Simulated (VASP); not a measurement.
Band structure of VN (rock salt). Method: revPBE GGA, VASP's PBE PAW potentials (set 64) (plane waves; VASP 6.6.1).

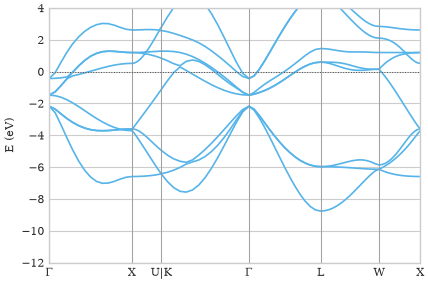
Bands along high-symmetry lines, zero at the valence-band maximum or, without a gap, the Fermi level

Read the plot: is there a gap, and where are the band edges?

It has no gap at this level: it comes out as a metal or semimetal. (Edges off the drawn lines would not show.)

The compound is VN in the rock salt structure, which distorts at low temperature. The cell was not relaxed at this level. The run is not spin-polarised, so no magnetic state was tried. VASP warned that the highest band is occupied, so more bands are needed.
